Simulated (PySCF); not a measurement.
## C7H13NSi: NMR shielding calculation

System: C7H13NSi.
Method: GIAO PBE0/pcSseg-1 NMR shielding, non-relativistic, gas phase (PySCF 2.14.0).

The geometry comes from this level: GFN2-xTB. It belongs to a series of runs on one base structure; here: H on C replaced by vinyl. Figures and captions count atoms from 1; the log counts them from 0 in places.

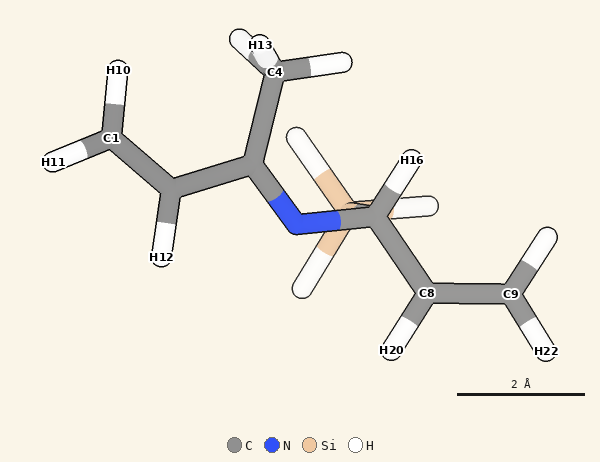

Figure 1. The structure as given in the input (stick view, seen at a tilt; atoms are numbered from 1 in the order of the input). Bond lengths as drawn: C–C 1.32 to 1.51 Å, C–H 1.08 to 1.10 Å, C–N 1.27 to 1.41 Å, C–Si 1.93 Å and H–Si 1.46 Å.

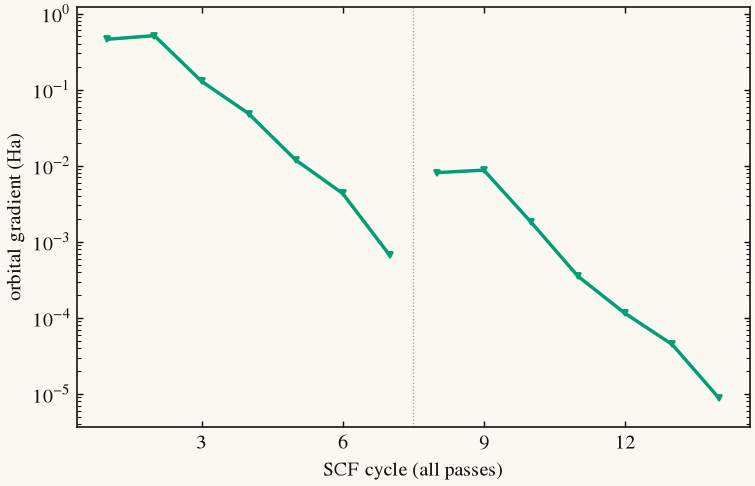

Figure 2. Convergence of the self-consistent field: orbital gradient against the SCF cycle. The dotted line marks the change from a coarse to the final integration grid. The first 7 cycles use a coarse grid, the final grid takes over at cycle 8, and the field converges after 14 cycles in all.

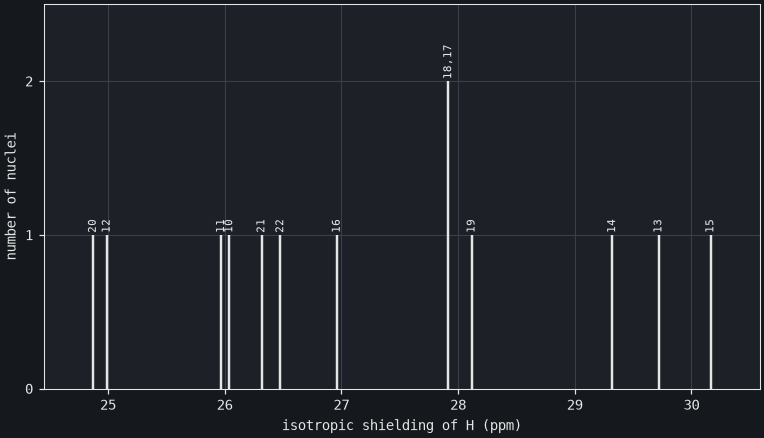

Figure 3. Isotropic shieldings of the hydrogen nuclei in this fixed geometry, labelled by atom number; shielding grows to the right, so chemical shift grows to the left. The least shielded is H20 (24.9 ppm), the most shielded H15 (30.2 ppm).

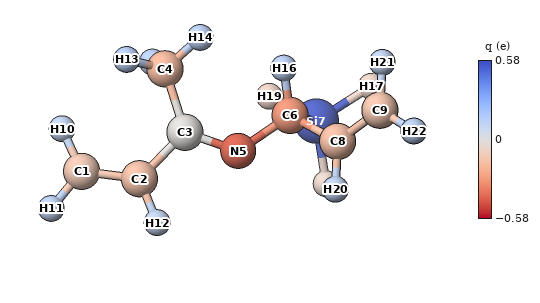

Figure 4. Mulliken charges, as the colour of each atom (ball-and-stick view, seen at a tilt; atoms are numbered from 1 in the order of the input). By element: C −0.31 to −0.01, N −0.43, Si +0.55 and H −0.09 to +0.15 e.

These pictures come from the run below.

Input file:
```
{"job": {"kind": "nmr", "xc": "PBE0", "basis": "pcSseg-1"}, "charge": 0, "multiplicity": 1}
C     -2.004217     2.302821     2.089479
C     -1.471760     1.867778     0.953252
C     -0.784620     0.595783     0.752067
C     -0.753053    -0.381702     1.899094
N     -0.257041     0.447314    -0.395258
C      0.515238    -0.659711    -0.814620
Si     2.350620    -0.137157    -0.494517
C      0.354246    -0.870703    -2.278828
C      0.452356    -2.042039    -2.882807
H     -1.983765     1.730859     3.001679
H     -2.482212     3.265965     2.150227
H     -1.505496     2.484511     0.065714
H     -1.735834    -0.448457     2.360050
H     -0.455033    -1.373937     1.570164
H     -0.039823    -0.042048     2.649200
H      0.322050    -1.599624    -0.275863
H      3.206698    -1.236054    -0.942576
H      2.617644     1.091560    -1.233110
H      2.503340     0.087663     0.944866
H      0.152082     0.031313    -2.838248
H      0.644204    -2.949391    -2.332183
H      0.343967    -2.145361    -3.948632
```

The first line tells a small driver script what to run in PySCF; the rest is the geometry in Å.

Run as:
```bash
OMP_NUM_THREADS=1 python <driver script> task.json out
```

Log:
```
coarse grid: 18352 points
cycle   1  E = -618.0545198893  dE =  1.006e+00  |g| = 4.600e-01  |ddm| = 4.251e+00
cycle   2  E = -618.0473019788  dE =  7.218e-03  |g| = 5.126e-01  |ddm| = 1.029e+00
cycle   3  E = -618.1082707769  dE = -6.097e-02  |g| = 1.288e-01  |ddm| = 5.903e-01
cycle   4  E = -618.1114074749  dE = -3.137e-03  |g| = 4.845e-02  |ddm| = 1.415e-01
cycle   5  E = -618.1119446120  dE = -5.371e-04  |g| = 1.191e-02  |ddm| = 6.030e-02
cycle   6  E = -618.1119788494  dE = -3.424e-05  |g| = 4.311e-03  |ddm| = 1.530e-02
cycle   7  E = -618.1119835104  dE = -4.661e-06  |g| = 6.617e-04  |ddm| = 4.213e-03
final grid: 171216 points
cycle   8  E = -618.1648133617  dE = -4.622e-05  |g| = 8.108e-03  |ddm| = 3.740e-02
cycle   9  E = -618.1648106749  dE =  2.687e-06  |g| = 8.740e-03  |ddm| = 1.730e-02
cycle  10  E = -618.1648303959  dE = -1.972e-05  |g| = 1.817e-03  |ddm| = 1.007e-02
cycle  11  E = -618.1648312048  dE = -8.090e-07  |g| = 3.514e-04  |ddm| = 1.986e-03
cycle  12  E = -618.1648312300  dE = -2.517e-08  |g| = 1.144e-04  |ddm| = 3.911e-04
cycle  13  E = -618.1648312328  dE = -2.739e-09  |g| = 4.472e-05  |ddm| = 1.184e-04
cycle  14  E = -618.1648312332  dE = -4.272e-10  |g| = 8.742e-06  |ddm| = 4.027e-05
converged SCF energy = -618.1648312332

GIAO shielding tensors (ppm)
atom      isotropic    diamagn.    paramagn.     s11        s22        s33       span
  0 C       63.167     254.872    -191.706    -49.091     67.655    170.937    220.029
  1 C       33.875     252.577    -218.702    -76.587     46.257    131.955    208.541
  2 C       23.001     257.408    -234.407    -70.124     12.371    126.756    196.880
  3 C      175.236     253.177     -77.941    154.889    183.493    187.325     32.436
  4 N     -124.156     334.843    -458.999   -474.201   -110.085    211.818    686.019
  5 C      125.652     251.069    -125.417    108.383    126.752    141.822     33.439
  6 Si     411.991     881.693    -469.701    364.221    410.584    461.170     96.949
  7 C       35.457     254.370    -218.912    -80.076     46.936    139.511    219.587
  8 C       70.942     253.592    -182.650    -40.020     87.543    165.302    205.323
  9 H       26.041      32.236      -6.195     23.130     24.800     30.193      7.063
 10 H       25.970      27.600      -1.630     24.174     25.035     28.701      4.528
 11 H       24.990      32.591      -7.601     22.619     23.234     29.118      6.498
 12 H       29.719      31.772      -2.054     25.211     28.763     35.183      9.972
 13 H       29.322      33.628      -4.306     24.055     30.565     33.346      9.290
 14 H       30.163      32.227      -2.064     26.642     27.926     35.922      9.280
 15 H       26.963      35.378      -8.416     23.498     28.031     29.360      5.862
 16 H       27.935      30.254      -2.319     24.753     26.126     32.926      8.173
 17 H       27.900      30.552      -2.653     25.188     26.376     32.135      6.947
 18 H       28.117      31.315      -3.198     23.997     27.779     32.576      8.580
 19 H       24.872      32.406      -7.534     22.669     24.607     27.339      4.670
 20 H       26.316      32.018      -5.701     23.119     25.183     30.646      7.528
 21 H       26.478      27.906      -1.429     23.753     25.388     30.292      6.540
```

Results in brief:

```tsv
quantity	value
outcome	converged
total energy	−618.164831 hartree
HOMO	−6.73 eV
LUMO	−1.06 eV
dipole moment	1.72 D
isotropic shielding, C	23.0 to 175.2 ppm
isotropic shielding, N	−124.2 ppm
isotropic shielding, Si	412.0 ppm
isotropic shielding, H	24.9 to 30.2 ppm
hardware	1 CPU thread, shared host
wall time	47 s
peak memory	1.1 GiB
```
